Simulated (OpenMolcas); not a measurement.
**AlH2O (SMILES [O][AlH2]): levels of theory compared**

Aim: a comparison of 6 runs (UHF/3-21G, UHF/def2-TZVPP, UB3LYP/6-31G*, U-r2SCAN/def2-TZVPP, UM06-2X/def2-TZVPP, USVWN5/def2-TZVPP) of AlH2O. 

The results are computed with OpenMolcas 26.06.

### 1 Starting point

AlH2O: 4 atoms, total charge 0, spin state doublet. SMILES: `[O][AlH2]`. The coordinates come from a PBE0-D4/def2-TZVP relaxation.

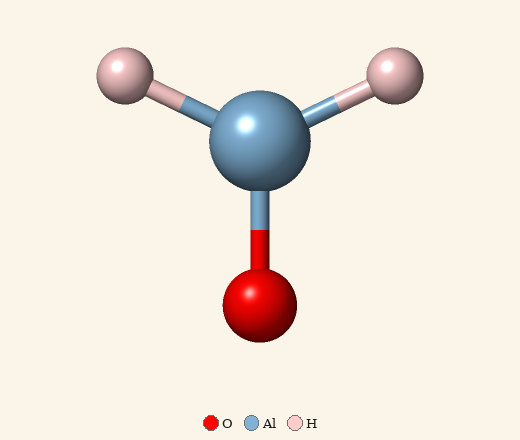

The structure, seen from a chosen angle (oxygen red, aluminium light blue, hydrogen pink).

### 2 Energy and forces at UHF/3-21G (run 1)

Contents of mol.input:

```
&GATEWAY
BasLib=$CurrDir
Coord
4
angstrom
O        0.062600      -0.856300       1.401400
Al       0.011300       0.029900      -0.080400
H       -1.149600      -0.360800      -1.076000
H        1.131100       1.126800      -0.265300
Basis=3-21G
Group=NoSym
&SEWARD
&SCF
UHF
Spin=2
Thresholds=1e-10 1e-07 1e-07 1e-05
PrOrbitals=1 2
&ALASKA
```

The basis set 3-21G is read from a file made from the Basis Set Exchange's data (not shown).

On the command line:

```
$ export MOLCAS_MEM=1860
$ pymolcas mol.input > mol.log
```

What it wrote:

```text
--- Start Module: gateway ---
[...]
--- Stop Module: gateway /rc=_RC_ALL_IS_WELL_ ---
[...]
      Basis functions           26
[...]
--- Start Module: scf ---
[...]
       Convergence after  15 Iterations
[...]
::    Total SCF energy                               -316.1791118351
[...]
      Total spin, S                                     0.5031948367
[...]
      Total electronic charge=   23.000000
      Total            charge=   -0.000000
[...]
      Dipole Moment (debye):
      Origin of the operator (angstrom)=    0.0286   -0.2693    0.4199
                   X= -5.5438E-02               Y=  9.6496E-01               Z= -1.6141E+00           Total=  1.8814E+00
      Quadrupole Moment (debye*angstrom):
[...]
--- Stop Module: scf /rc=_RC_ALL_IS_WELL_ ---
[...]
--- Start Module: alaska ---
[...]
 *              Molecular gradients               *
 **************************************************
  Irreducible representation: a
 ------------------------------------------------------------------------------------------
                              X                       Y                       Z
 ------------------------------------------------------------------------------------------
  O1               -6.19043783245787E-04    1.06631154269756E-02   -1.78255541667074E-02
  AL2               5.47559558461280E-04   -9.09670398597218E-03    1.52180983869359E-02
  H3                1.95226292955653E-03    4.69190318681534E-04    1.98126378618246E-03
  H4               -1.88077870477255E-03   -2.03560175969164E-03    6.26191993593261E-04
 ------------------------------------------------------------------------------------------
--- Stop Module: alaska /rc=_RC_ALL_IS_WELL_ ---
[...]
```

It took 3.9 s on 1 thread of AMD EPYC 7R43 (Zen 3), shared host; peak memory 0.37 GiB.

### 3 Energy and forces at UHF/def2-TZVPP (run 2)

Contents of run.input:

```
&GATEWAY
  BasLib=$CurrDir
  Coord
  4
  angstrom
  O        0.062600      -0.856300       1.401400
  Al       0.011300       0.029900      -0.080400
  H       -1.149600      -0.360800      -1.076000
  H        1.131100       1.126800      -0.265300
  Basis=def2-TZVPP
  Group=NoSym

&SEWARD

&SCF
  UHF
  Spin=2
  Thresholds=1e-10 1e-07 1e-07 1e-05
  PrOrbitals=1

&ALASKA
```

The basis set def2-TZVPP is read from a file made from the Basis Set Exchange's data (not shown).

On the command line:

```
$ export MOLCAS_MEM=1860
$ pymolcas run.input > run.log
```

What it wrote:

```text
--- Start Module: gateway ---
[...]
--- Stop Module: gateway /rc=_RC_ALL_IS_WELL_ ---
[...]
      Basis functions          101
[...]
--- Start Module: scf ---
[...]
       Convergence after  17 Iterations
[...]
::    Total SCF energy                               -317.9698656342
[...]
      Total spin, S                                     0.5041512536
[...]
      Total electronic charge=   23.000000
      Total            charge=   -0.000000
[...]
      Dipole Moment (debye):
      Origin of the operator (angstrom)=    0.0286   -0.2693    0.4199
                   X= -4.9152E-02               Y=  8.5607E-01               Z= -1.4320E+00           Total=  1.6691E+00
      Quadrupole Moment (debye*angstrom):
[...]
--- Stop Module: scf /rc=_RC_ALL_IS_WELL_ ---
[...]
--- Start Module: alaska ---
[...]
 *              Molecular gradients               *
 **************************************************
  Irreducible representation: a
 ------------------------------------------------------------------------------------------
                              X                       Y                       Z
 ------------------------------------------------------------------------------------------
  O1                7.11042668753992E-05   -1.26141274143166E-03    2.11324047162087E-03
  AL2              -4.32732052782492E-06    4.31425698110388E-04   -7.16955233231786E-04
  H3               -2.76697597827846E-03   -1.36591050250745E-03   -1.67315806450619E-03
  H4                2.70019903194418E-03    2.19589754586336E-03    2.76872826064811E-04
 ------------------------------------------------------------------------------------------
--- Stop Module: alaska /rc=_RC_ALL_IS_WELL_ ---
[...]
```

Run time: 23 s. Hardware: 1 thread of AMD EPYC 7R43 (Zen 3), shared host; peak memory 0.56 GiB.

Runs 3 to 4 aren't shown in full; the table further down has their settings and results.

### 4 The energy at UM06-2X/def2-TZVPP (run 5)

Contents of run.input:

```
* AlH2O Kohn-Sham DFT

&GATEWAY
 BasLib=$CurrDir
 BasisSet
 O.def2-TZVPP....
 O1 0.062600 -0.856300 1.401400 angstrom
 End of Basis
 BasisSet
 Al.def2-TZVPP....
 Al2 0.011300 0.029900 -0.080400 angstrom
 End of Basis
 BasisSet
 H.def2-TZVPP....
 H3 -1.149600 -0.360800 -1.076000 angstrom
 H4 1.131100 1.126800 -0.265300 angstrom
 End of Basis

&SEWARD
 GridInput
 Grid=UltraFine
 End of Grid

&SCF
 UHF
 Spin=2
 KSDFT=M062X
 Thresholds=1e-10 1e-07 1e-07 1e-05
 PrOrbitals=0
```

The basis set def2-TZVPP is read from a file made from the Basis Set Exchange's data (not shown).

On the command line:

```
$ export MOLCAS_MEM=1860
$ pymolcas run.input > run.log
```

What it wrote:

```text
--- Start Module: gateway ---
[...]
--- Stop Module: gateway /rc=_RC_ALL_IS_WELL_ ---
--- Start Module: seward ---
[...]
      Basis functions          101
--- Stop Module: seward /rc=_RC_ALL_IS_WELL_ ---
[...]
--- Start Module: scf ---
[...]
       Convergence after  17 Iterations
[...]
::    Total KS-DFT energy                            -318.7851184305
[...]
      Total spin, S                                     0.5022858222
[...]
      Total electronic charge=   23.000000
      Total            charge=   -0.000000
[...]
      Dipole Moment (debye):
      Origin of the operator (angstrom)=    0.0286   -0.2693    0.4199
                   X= -5.1145E-02               Y=  8.8933E-01               Z= -1.4875E+00           Total=  1.7338E+00
      Quadrupole Moment (debye*angstrom):
[...]
--- Stop Module: scf /rc=_RC_ALL_IS_WELL_ ---
[...]
```

It took 63 s on 1 thread of AMD EPYC 7R43 (Zen 3), shared host; peak memory 0.56 GiB.

### 5 Energy and forces at USVWN5/def2-TZVPP (run 6)

Contents of run.inp:

```
* AlH2O Kohn-Sham DFT

&GATEWAY
 BasLib
 $CurrDir
 Coord
 4
 angstrom
 O        0.062600      -0.856300       1.401400
 Al       0.011300       0.029900      -0.080400
 H       -1.149600      -0.360800      -1.076000
 H        1.131100       1.126800      -0.265300
 Basis
 def2-TZVPP
 Group
 NoSym

&SEWARD
 GridInput
 Grid=UltraFine
 End of Grid

&SCF
 UHF
 Spin
 2
 KSDFT
 SVWN5
 Thresholds
 1e-10 1e-07 1e-07 1e-05
 PrOrbitals
 1 2

&ALASKA
```

The basis set def2-TZVPP is read from a file made from the Basis Set Exchange's data (not shown).

On the command line:

```
$ export MOLCAS_MEM=1860
$ pymolcas run.inp > run.log
```

What it wrote:

```text
--- Start Module: gateway ---
[...]
--- Stop Module: gateway /rc=_RC_ALL_IS_WELL_ ---
[...]
      Basis functions          101
[...]
--- Start Module: scf ---
[...]
       Convergence after  16 Iterations
[...]
::    Total KS-DFT energy                            -317.2226478785
[...]
      Total spin, S                                     0.5024597551
[...]
      Total electronic charge=   23.000000
      Total            charge=   -0.000000
[...]
      Dipole Moment (debye):
      Origin of the operator (angstrom)=    0.0286   -0.2693    0.4199
                   X= -7.3114E-02               Y=  1.2667E+00               Z= -2.1185E+00           Total=  2.4694E+00
      Quadrupole Moment (debye*angstrom):
[...]
--- Stop Module: scf /rc=_RC_ALL_IS_WELL_ ---
[...]
--- Start Module: alaska ---
[...]
 *              Molecular gradients               *
 **************************************************
  Irreducible representation: a
 ------------------------------------------------------------------------------------------
                              X                       Y                       Z
 ------------------------------------------------------------------------------------------
  O1                5.30234352381032E-04   -9.17470972860723E-03    1.53441166729440E-02
  AL2              -6.58119007136027E-04    1.16407000007479E-02   -1.94557084547302E-02
  H3                2.92908370151546E-03    6.37889722256868E-04    3.07093425051597E-03
  H4               -2.80119904675447E-03   -3.10387999438144E-03    1.04065753125332E-03
 ------------------------------------------------------------------------------------------
--- Stop Module: alaska /rc=_RC_ALL_IS_WELL_ ---
[...]
```

Wall time 38 s (1 thread of AMD EPYC 7R43 (Zen 3), shared host); peak memory 0.57 GiB.

### 6 Overview of the runs

```
run                                level  integration grid      task  energy (Eh)  dipole moment (D)  HOMO energy (eV)  LUMO energy (eV)  wall time
  1                            UHF/3-21G                 –  gradient  -316.179112               1.88            -12.13              1.47      3.9 s
  2                       UHF/def2-TZVPP                 –  gradient  -317.969866               1.67            -12.22              1.29       23 s
  3  UB3LYP/6-31G* (spherical functions)         UltraFine  gradient  -318.801004               1.72             -8.46             -4.51       16 s
  4                  U-r2SCAN/def2-TZVPP         UltraFine    energy  -318.776049               1.78             -7.72             -5.32       68 s
  5                   UM06-2X/def2-TZVPP         UltraFine    energy  -318.785118               1.73            -10.16             -2.78       63 s
  6                    USVWN5/def2-TZVPP         UltraFine  gradient  -317.222648               2.47             -7.18             -6.49       38 s
```

### 7 What came out

```
                                 quantity          value
                      run 6: total energy  -317.22265 Eh
                     run 6: dipole moment         2.47 D
run 6: HOMO energy (highest over α and β)       -7.18 eV
 run 6: LUMO energy (lowest over α and β)       -6.49 eV
                              run 6: ⟨S²⟩          0.755
          run 6: largest force on an atom     1.166 eV/Å
```

What this shows: The dipole moment (its size) runs from 1.67 D (UHF/def2-TZVPP) to 2.47 D (USVWN5/def2-TZVPP). Totals of different functionals can't be ranked against each other. All runs together took 3.5 min, the longest 68 s.
